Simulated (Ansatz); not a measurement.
## Run report: SiH3O4 (charge −1), molecular dynamics (part 3 of 6)

The same run, continued: SiH3O4, charge −1; RKS PBE/STO-3G (Ansatz 0.2.0). It belongs to a series of runs on one base structure; here: dynamics from the last frame of an earlier run.

Geometry of the input (Å):
```
O  -1.4684  0.2786  1.1006
Si -0.2016  0.0008  0.1619
O  1.3997  0.0065  0.9952
O  -0.0153  1.1795  -1.2064
O  0.2079  -1.4218  -0.8505
H  1.1439  0.5564  1.8423
H  0.6963  0.6374  -1.7380
H  -0.7347  -1.6108  -1.2560
```

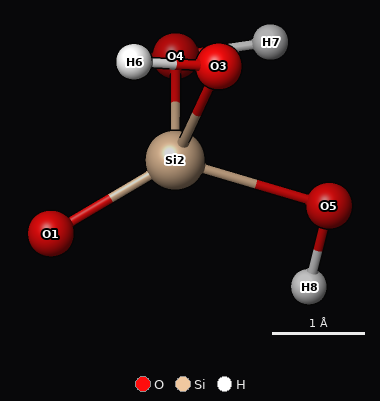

**Figure 1.** The geometry at step 9 of the log (ball-and-stick view, seen at a tilt; atoms are numbered from 1 in the order of the input).

The program's output, continued
```
md step   317: t =   158.50 fs  T =   310.2 K  F+E_penalty+E_count = -15892.47201730 eV  E_kin = 0.320809 eV  (21 SCF iters)
md step   318: t =   159.00 fs  T =   326.5 K  F+E_penalty+E_count = -15892.48139011 eV  E_kin = 0.337656 eV  (22 SCF iters)
md step   319: t =   159.50 fs  T =   329.8 K  F+E_penalty+E_count = -15892.48567016 eV  E_kin = 0.341027 eV  (22 SCF iters)
md step   320: t =   160.00 fs  T =   332.6 K  F+E_penalty+E_count = -15892.48177366 eV  E_kin = 0.343948 eV  (22 SCF iters)
md step   321: t =   160.50 fs  T =   334.5 K  F+E_penalty+E_count = -15892.46634968 eV  E_kin = 0.345907 eV  (22 SCF iters)
md step   322: t =   161.00 fs  T =   300.0 K  F+E_penalty+E_count = -15892.44353740 eV  E_kin = 0.310266 eV  (22 SCF iters)
md step   323: t =   161.50 fs  T =   297.8 K  F+E_penalty+E_count = -15892.42079019 eV  E_kin = 0.307932 eV  (22 SCF iters)
md step   324: t =   162.00 fs  T =   265.8 K  F+E_penalty+E_count = -15892.40291509 eV  E_kin = 0.274811 eV  (21 SCF iters)
md step   325: t =   162.50 fs  T =   255.4 K  F+E_penalty+E_count = -15892.39364148 eV  E_kin = 0.264145 eV  (21 SCF iters)
md step   326: t =   163.00 fs  T =   266.7 K  F+E_penalty+E_count = -15892.39630699 eV  E_kin = 0.275819 eV  (22 SCF iters)
md step   393: t =   196.50 fs  T =   231.3 K  F+E_penalty+E_count = -15892.23449155 eV  E_kin = 0.239200 eV  (22 SCF iters)
md step   394: t =   197.00 fs  T =   240.3 K  F+E_penalty+E_count = -15892.23830368 eV  E_kin = 0.248450 eV  (21 SCF iters)
md step   395: t =   197.50 fs  T =   247.7 K  F+E_penalty+E_count = -15892.25046424 eV  E_kin = 0.256160 eV  (22 SCF iters)
md step   396: t =   198.00 fs  T =   261.6 K  F+E_penalty+E_count = -15892.26753258 eV  E_kin = 0.270535 eV  (22 SCF iters)
md step   397: t =   198.50 fs  T =   303.4 K  F+E_penalty+E_count = -15892.28799297 eV  E_kin = 0.313781 eV  (22 SCF iters)
md step   398: t =   199.00 fs  T =   327.5 K  F+E_penalty+E_count = -15892.30810319 eV  E_kin = 0.338620 eV  (22 SCF iters)
md step   399: t =   199.50 fs  T =   329.2 K  F+E_penalty+E_count = -15892.32322763 eV  E_kin = 0.340377 eV  (22 SCF iters)
these checks for a lower state are left out or cut short: stability, starts, cluster_reference, orbital_swaps, neighbouring_geometries, increment
465 factors; integrals over basis functions are off by at most 9.9e-6 eV
mean field -15892.33078246 eV, -584.0323840468 hartree, gradient 3.1e-6 eV, S^2 0.000000; 0 other end points of the search recorded, 0 dependent functions left out
the calculation of the forces begins
reference -15892.33080015 eV, -584.0323846968 hartree; 25, 25 occupied and 7, 7 virtual orbitals, 465 factors
md step   400: t =   200.00 fs  T =   337.0 K  F+E_penalty+E_count = -15892.33078246 eV  E_kin = 0.348483 eV  (21 SCF iters)
```

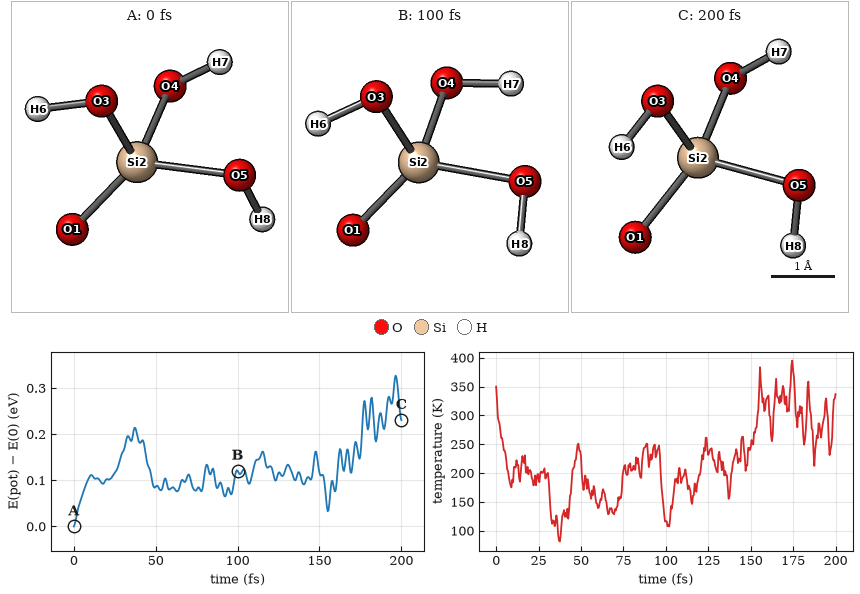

**Figure 2.** Frames of the molecular dynamics (ball-and-stick, seen at a tilt) above the curves, on which the letters mark them. The trajectory kept here has 401 frames over 200 fs. The temperature starts at 350 K, ranges from 81 to 395 K and averages 252 K over the second half. The potential energy ends 0.231 eV above its first value. After an unweighted best fit of the last frame on the first, the root-mean-square displacement is 0.37 Å, and H6 has moved furthest (0.61 Å).

```
Total energy: -15892.33080015 eV, -584.0323846968 hartree
Atom 0 at    -1.660924    -0.238618     0.788299 Å, force     1.889181     0.488901    -1.554187 eV/Å
Atom 1 at    -0.233372    -0.008328    -0.036408 Å, force    -2.114631    -0.965322     1.936792 eV/Å
Atom 2 at     1.133455    -0.026189     1.118262 Å, force     0.625009     0.141640     0.283257 eV/Å
Atom 3 at     0.151771     1.349045    -1.132513 Å, force     0.634517     0.045610    -0.144059 eV/Å
Atom 4 at     0.284459    -1.379651    -1.110383 Å, force    -0.168185     0.438433     0.178160 eV/Å
Atom 5 at     0.729754    -0.588970     1.909326 Å, force    -0.124342     0.317604    -0.520544 eV/Å
Atom 6 at     1.030842     0.961291    -1.574491 Å, force    -0.530846     0.187010     0.202368 eV/Å
Atom 7 at    -0.677234    -1.762667    -1.114639 Å, force    -0.210703    -0.653876    -0.381787 eV/Å
Dipole moment:     0.198741    -0.096186    -0.159903 e Å
Checks for a lower state left out: stability, starts, cluster_reference, orbital_swaps, neighbouring_geometries, increment
```

Trajectory as extended XYZ (Å, eV, eV/Å), 90 of the 401 frames kept, from step=0 to step=400
```
8
Properties=species:S:1:pos:R:3:forces:R:3 step=0 time_fs=0.0 energy=-15892.56157 temperature=350.0
O    -1.4684    0.2786    1.1006    0.2020  -0.2449  -0.2307
Si   -0.2016    0.0008    0.1619   -0.0373   0.7511   0.1876
O     1.3997    0.0065    0.9952   -0.0561   0.0282  -0.1183
O    -0.0153    1.1795   -1.2064   -0.0397   0.0711   0.3787
O     0.2079   -1.4218   -0.8505   -0.1794  -0.4306  -0.0038
H     1.1439    0.5564    1.8423   -0.0351  -0.0049   0.0068
H     0.6963    0.6374   -1.7380    0.0572  -0.0965  -0.1486
H    -0.7347   -1.6108   -1.2560    0.0886  -0.0736  -0.0716
8
Properties=species:S:1:pos:R:3:forces:R:3 step=4 time_fs=2.0 energy=-15892.53288 temperature=285.5
O    -1.4663    0.2872    1.0956   -0.0856  -0.2361  -0.0115
Si   -0.2049   -0.0046    0.1668    0.2982   0.9591  -0.0873
O     1.3938   -0.0016    0.9981   -0.0652   0.2408   0.2824
O    -0.0151    1.1775   -1.2071    0.3834  -0.2875   0.1345
O     0.2235   -1.4077   -0.8592   -0.6446  -0.6486  -0.1110
H     1.1410    0.5355    1.8662    0.0348  -0.2007  -0.3443
H     0.6944    0.6134   -1.7508   -0.3952   0.2339   0.1912
H    -0.7498   -1.6562   -1.1742    0.4743  -0.0610  -0.0540
8
Properties=species:S:1:pos:R:3:forces:R:3 step=9 time_fs=4.5 energy=-15892.50146 temperature=239.8
O    -1.4651    0.2973    1.0889   -0.3744  -0.2184   0.2268
Si   -0.2072   -0.0089    0.1731    0.6417   1.1710  -0.4992
O     1.3876   -0.0081    1.0020   -0.0726   0.3345   0.5099
O    -0.0104    1.1735   -1.2089    0.1291  -0.1404   0.4142
O     0.2412   -1.3886   -0.8668   -0.5909  -0.7973  -0.0468
H     1.1229    0.5052    1.8848    0.1126  -0.2422  -0.4411
H     0.6667    0.5950   -1.7625   -0.1848   0.0471   0.0491
H    -0.7333   -1.7081   -1.0849    0.3393  -0.1542  -0.2130
8
Properties=species:S:1:pos:R:3:forces:R:3 step=13 time_fs=6.5 energy=-15892.47964 temperature=206.5
O    -1.4682    0.3050    1.0829   -0.5322  -0.2048   0.3734
Si   -0.2099   -0.0103    0.1783    0.8722   1.2555  -0.8210
O     1.3840   -0.0125    1.0047   -0.0437   0.2374   0.3734
O    -0.0072    1.1688   -1.2105   -0.1793   0.1295   0.7152
O     0.2516   -1.3737   -0.8726   -0.3115  -0.8102   0.0150
H     1.1129    0.4779    1.8912    0.0906  -0.1041  -0.2130
H     0.6321    0.5807   -1.7790    0.0805  -0.2267  -0.1396
H    -0.7050   -1.7512   -1.0289    0.0234  -0.2765  -0.3035
8
Properties=species:S:1:pos:R:3:forces:R:3 step=18 time_fs=9.0 energy=-15892.45789 temperature=175.3
O    -1.4775    0.3122    1.0777   -0.3990  -0.2489   0.3240
Si   -0.2103   -0.0104    0.1822    0.7349   1.3470  -0.8922
O     1.3794   -0.0183    1.0086    0.1278  -0.0920  -0.2350
O    -0.0054    1.1665   -1.2090    0.0413  -0.0158   0.4830
O     0.2597   -1.3573   -0.8754    0.0156  -0.8370  -0.0384
H     1.1042    0.4503    1.8832   -0.0629   0.2794   0.5110
H     0.5943    0.5568   -1.8147   -0.1680  -0.0327   0.1575
H    -0.6634   -1.8099   -0.9670   -0.2895  -0.4001  -0.3098
8
Properties=species:S:1:pos:R:3:forces:R:3 step=22 time_fs=11.0 energy=-15892.45051 temperature=211.0
O    -1.4861    0.3161    1.0744   -0.1883  -0.3068   0.2071
Si   -0.2099   -0.0087    0.1827    0.4383   1.3982  -0.6933
O     1.3779   -0.0223    1.0134    0.1641  -0.1280  -0.3171
O    -0.0059    1.1650   -1.2066    0.3270  -0.2679   0.1305
O     0.2653   -1.3456   -0.8795   -0.1999  -1.1060  -0.1792
H     1.1059    0.4316    1.8944   -0.1115   0.3219   0.5868
H     0.5595    0.5293   -1.8404   -0.4274   0.2675   0.4775
H    -0.6312   -1.8704   -0.9237   -0.0022  -0.1788  -0.2122
8
Properties=species:S:1:pos:R:3:forces:R:3 step=27 time_fs=13.5 energy=-15892.45791 temperature=193.0
O    -1.4966    0.3205    1.0718    0.1077  -0.3773   0.0452
Si   -0.2086   -0.0032    0.1830   -0.0253   1.3410  -0.4298
O     1.3795   -0.0288    1.0191   -0.1017   0.3775   0.6889
O    -0.0062    1.1629   -1.2034    0.1995  -0.0967   0.2441
O     0.2691   -1.3330   -0.8890   -0.4143  -1.3575  -0.2923
H     1.1007    0.4251    1.9305    0.1607  -0.1859  -0.4401
H     0.4932    0.5022   -1.8534   -0.2292   0.1144   0.2823
H    -0.5817   -1.9479   -0.8803    0.3025   0.1844  -0.0984
8
Properties=species:S:1:pos:R:3:forces:R:3 step=31 time_fs=15.5 energy=-15892.45997 temperature=229.7
O    -1.5013    0.3250    1.0705    0.2614  -0.4179  -0.0260
Si   -0.2077    0.0018    0.1824   -0.2517   1.2155  -0.1724
O     1.3815   -0.0331    1.0235   -0.1634   0.3910   0.7025
O    -0.0046    1.1605   -1.1971   -0.0704   0.3335   0.5987
O     0.2676   -1.3253   -0.8966   -0.2905  -1.2991  -0.3776
H     1.0984    0.4072    1.9418    0.1704  -0.1935  -0.4790
H     0.4258    0.4817   -1.8493    0.1210  -0.3064  -0.2281
H    -0.5350   -1.9994   -0.8538    0.2231   0.2770  -0.0181
8
Properties=species:S:1:pos:R:3:forces:R:3 step=36 time_fs=18.0 energy=-15892.46893 temperature=200.7
O    -1.5051    0.3286    1.0687    0.3028  -0.4268  -0.0142
Si   -0.2079    0.0112    0.1826   -0.1683   0.8141   0.0562
O     1.3854   -0.0393    1.0308   -0.0813   0.0311  -0.1854
O    -0.0058    1.1590   -1.1864    0.1043   0.1682   0.1928
O     0.2649   -1.3219   -0.9059    0.2267  -0.5823  -0.4081
H     1.1079    0.3783    1.9360   -0.0762   0.1922   0.3418
H     0.3329    0.4412   -1.8617    0.0353  -0.0713  -0.0809
H    -0.4723   -2.0404   -0.8228   -0.3434  -0.1253   0.0977
8
Properties=species:S:1:pos:R:3:forces:R:3 step=40 time_fs=20.0 energy=-15892.45902 temperature=205.4
O    -1.5094    0.3296    1.0678    0.2649  -0.4046   0.0295
Si   -0.2093    0.0216    0.1857   -0.0380   0.4223   0.1508
O     1.3853   -0.0423    1.0401   -0.0126  -0.1352  -0.6256
O    -0.0053    1.1583   -1.1802    0.3482  -0.3781  -0.5016
O     0.2642   -1.3231   -0.9140    0.0158  -0.4926  -0.3053
H     1.1245    0.3625    1.9460   -0.2404   0.3535   0.6790
H     0.2728    0.4025   -1.8754   -0.1559   0.5231   0.4445
H    -0.4400   -2.0797   -0.8000   -0.1820   0.1117   0.1287
8
Properties=species:S:1:pos:R:3:forces:R:3 step=45 time_fs=22.5 energy=-15892.45771 temperature=182.9
O    -1.5153    0.3281    1.0671    0.2043  -0.3649   0.0777
Si   -0.2112    0.0340    0.1906    0.0895  -0.0230   0.1141
O     1.3843   -0.0454    1.0503   -0.2749   0.3703   0.5144
O    -0.0014    1.1578   -1.1748    0.2584  -0.2245  -0.4638
O     0.2637   -1.3282   -0.9247   -0.3058  -0.4027  -0.0718
H     1.1309    0.3614    1.9935    0.0068  -0.1649  -0.5472
H     0.2036    0.3908   -1.8739   -0.0216   0.3919   0.2725
H    -0.4020   -2.1228   -0.7565    0.0434   0.4177   0.1041
8
Properties=species:S:1:pos:R:3:forces:R:3 step=49 time_fs=24.5 energy=-15892.44769 temperature=198.5
O    -1.5216    0.3242    1.0656    0.1793  -0.3358   0.1039
Si   -0.2117    0.0427    0.1963    0.2445  -0.2916  -0.0741
O     1.3823   -0.0479    1.0594   -0.2959   0.4643   0.7114
O     0.0046    1.1588   -1.1728    0.0880   0.3434   0.1012
O     0.2622   -1.3323   -0.9356   -0.3611  -0.0357   0.1583
H     1.1415    0.3639    2.0114    0.0094  -0.2605  -0.7897
H     0.1499    0.4007   -1.8652    0.1547  -0.1807  -0.2983
H    -0.3731   -2.1354   -0.7120   -0.0189   0.2966   0.0874
8
Properties=species:S:1:pos:R:3:forces:R:3 step=54 time_fs=27.0 energy=-15892.43198 temperature=200.5
O    -1.5284    0.3181    1.0579    0.0259  -0.2762   0.2155
Si   -0.2132    0.0540    0.2002    0.6688  -0.6696  -0.3295
O     1.3793   -0.0507    1.0738   -0.1665   0.1258  -0.1741
O     0.0122    1.1613   -1.1709    0.0777   0.4039   0.0569
O     0.2560   -1.3375   -0.9483   -0.0403   0.9131   0.2467
H     1.1613    0.3614    2.0063   -0.2476   0.0875  -0.0117
H     0.0861    0.4036   -1.8750    0.1645  -0.1673  -0.2624
H    -0.3312   -2.1320   -0.6592   -0.4825  -0.4172   0.2586
8
Properties=species:S:1:pos:R:3:forces:R:3 step=58 time_fs=29.0 energy=-15892.40699 temperature=190.6
O    -1.5341    0.3114    1.0500   -0.1228  -0.2218   0.3343
Si   -0.2136    0.0634    0.2045    0.9687  -0.9934  -0.5788
O     1.3770   -0.0502    1.0851   -0.1372  -0.0913  -0.7478
O     0.0185    1.1616   -1.1684    0.0901   0.0036  -0.5247
O     0.2505   -1.3407   -0.9594   -0.3186   0.8571   0.5404
H     1.1587    0.3723    1.9975   -0.3494   0.3292   0.5483
H     0.0324    0.3938   -1.8921    0.1560   0.3466   0.2862
H    -0.3174   -2.1405   -0.6228   -0.2868  -0.2299   0.1422
8
Properties=species:S:1:pos:R:3:forces:R:3 step=63 time_fs=31.5 energy=-15892.38261 temperature=162.0
O    -1.5430    0.3039    1.0417   -0.0526  -0.2007   0.3072
Si   -0.2114    0.0725    0.2072    0.8290  -1.1729  -0.6610
O     1.3707   -0.0498    1.0965   -0.2640   0.2136  -0.1376
O     0.0261    1.1604   -1.1685    0.0911   0.4977  -0.1699
O     0.2404   -1.3402   -0.9719   -1.0825  -0.1168   1.1832
H     1.1401    0.4084    2.0059   -0.1572   0.0386  -0.0197
H    -0.0317    0.4104   -1.8871    0.1782  -0.0532  -0.1214
H    -0.3158   -2.1667   -0.5736    0.4580   0.7937  -0.3808
8
Properties=species:S:1:pos:R:3:forces:R:3 step=67 time_fs=33.5 energy=-15892.36656 temperature=117.9
O    -1.5500    0.3009    1.0349    0.0537  -0.2006   0.2601
Si   -0.2089    0.0778    0.2091    0.5830  -1.2790  -0.7363
O     1.3632   -0.0498    1.1033   -0.3061   0.4642   0.3548
O     0.0304    1.1605   -1.1675    0.1428   0.8355   0.0741
O     0.2316   -1.3381   -0.9784   -1.0524  -0.0631   1.2714
H     1.1234    0.4347    2.0111   -0.0019  -0.2085  -0.4438
H    -0.0691    0.4255   -1.8836    0.1484  -0.3252  -0.3870
H    -0.3017   -2.1683   -0.5579    0.4324   0.7768  -0.3933
8
Properties=species:S:1:pos:R:3:forces:R:3 step=72 time_fs=36.0 energy=-15892.36498 temperature=117.7
O    -1.5583    0.2955    1.0273    0.1873  -0.2043   0.2065
Si   -0.2066    0.0836    0.2094    0.3298  -1.4803  -0.8231
O     1.3542   -0.0510    1.1095   -0.2978   0.5132   0.4075
O     0.0352    1.1619   -1.1629    0.0804   0.4757  -0.5426
O     0.2193   -1.3342   -0.9847   -0.1591   1.4383   0.6473
H     1.0959    0.4596    1.9971    0.1007  -0.2338  -0.3653
H    -0.0944    0.4201   -1.8915    0.2348   0.1771   0.1401
H    -0.2709   -2.1328   -0.5649   -0.4762  -0.6859   0.3295
8
Properties=species:S:1:pos:R:3:forces:R:3 step=76 time_fs=38.0 energy=-15892.35236 temperature=91.1
O    -1.5644    0.2906    1.0223    0.3359  -0.2109   0.1325
Si   -0.2049    0.0861    0.2079    0.0686  -1.5725  -0.7971
O     1.3467   -0.0508    1.1151   -0.2555   0.4351   0.2279
O     0.0379    1.1637   -1.1597    0.0387   0.2408  -0.9762
O     0.2106   -1.3297   -0.9892    0.0025   1.6736   0.5310
H     1.0706    0.4766    1.9791    0.1321  -0.1294  -0.0863
H    -0.1015    0.4179   -1.9008    0.2982   0.5077   0.5123
H    -0.2690   -2.1240   -0.5654   -0.6205  -0.9445   0.4559
8
Properties=species:S:1:pos:R:3:forces:R:3 step=81 time_fs=40.5 energy=-15892.38041 temperature=124.2
O    -1.5713    0.2825    1.0168    0.5837  -0.2202  -0.0159
Si   -0.2022    0.0871    0.2036   -0.4114  -1.4672  -0.5316
O     1.3352   -0.0511    1.1238   -0.0964   0.2545  -0.0720
O     0.0408    1.1680   -1.1593    0.1420   0.5413  -0.6837
O     0.1981   -1.3188   -0.9944   -0.7989   0.0408   1.1941
H     1.0463    0.4849    1.9662    0.0771   0.0571   0.2669
H    -0.0884    0.4306   -1.8939    0.2227   0.2114   0.1694
H    -0.2958   -2.1521   -0.5513    0.2812   0.5823  -0.3273
8
Properties=species:S:1:pos:R:3:forces:R:3 step=85 time_fs=42.5 energy=-15892.37718 temperature=120.9
O    -1.5764    0.2741    1.0144    0.8284  -0.2281  -0.1757
Si   -0.1996    0.0871    0.1985   -0.8510  -1.2853  -0.3370
O     1.3258   -0.0501    1.1286   -0.0853   0.3895   0.1698
O     0.0454    1.1705   -1.1633    0.2601   1.1600   0.0451
O     0.1903   -1.3082   -0.9939   -0.9768  -0.5245   1.2903
H     1.0192    0.4951    1.9657    0.1843  -0.0773   0.0955
H    -0.0632    0.4462   -1.8817    0.1047  -0.4436  -0.5431
H    -0.3084   -2.1541   -0.5451    0.5357   1.0092  -0.5449
8
Properties=species:S:1:pos:R:3:forces:R:3 step=90 time_fs=45.0 energy=-15892.42696 temperature=205.5
O    -1.5795    0.2607    1.0089    0.9022  -0.2187  -0.2281
Si   -0.1976    0.0842    0.1943   -1.1730  -1.0535  -0.4013
O     1.3140   -0.0489    1.1333   -0.1250   0.7137   0.8019
O     0.0538    1.1794   -1.1663    0.1954   0.6883  -0.2587
O     0.1788   -1.2966   -0.9878   -0.1558   0.5530   0.4873
H     0.9863    0.5015    1.9803    0.4037  -0.4319  -0.4416
H    -0.0308    0.4451   -1.8976    0.1505  -0.0492  -0.0918
H    -0.3010   -2.1181   -0.5739   -0.1980  -0.2017   0.1322
8
Properties=species:S:1:pos:R:3:forces:R:3 step=94 time_fs=47.0 energy=-15892.44669 temperature=223.3
O    -1.5783    0.2489    1.0046    0.8382  -0.1995  -0.2064
Si   -0.1959    0.0806    0.1923   -1.3150  -0.7542  -0.4567
O     1.3013   -0.0452    1.1407    0.2233   0.3241   0.3075
O     0.0618    1.1889   -1.1715    0.1531   0.1381  -0.4596
O     0.1715   -1.2854   -0.9801    0.3198   0.9817  -0.0148
H     0.9726    0.4848    1.9781    0.1804  -0.0761   0.0906
H     0.0036    0.4362   -1.9067    0.1667   0.3292   0.2808
H    -0.3068   -2.1049   -0.6050   -0.5666  -0.7432   0.4585
8
Properties=species:S:1:pos:R:3:forces:R:3 step=99 time_fs=49.5 energy=-15892.47714 temperature=238.3
O    -1.5755    0.2326    1.0000    0.6863  -0.1671  -0.1550
Si   -0.1951    0.0727    0.1903   -1.4555  -0.1987  -0.4125
O     1.2855   -0.0396    1.1533    0.5922   0.0361  -0.0117
O     0.0691    1.2017   -1.1803    0.1791  -0.0529  -0.0689
O     0.1657   -1.2718   -0.9716   -0.2178  -0.5771   0.1481
H     0.9632    0.4584    1.9998   -0.0545   0.1377   0.3459
H     0.0629    0.4449   -1.9098    0.1070   0.2316   0.1685
H    -0.3371   -2.1311   -0.6198    0.1632   0.5903  -0.0143
```
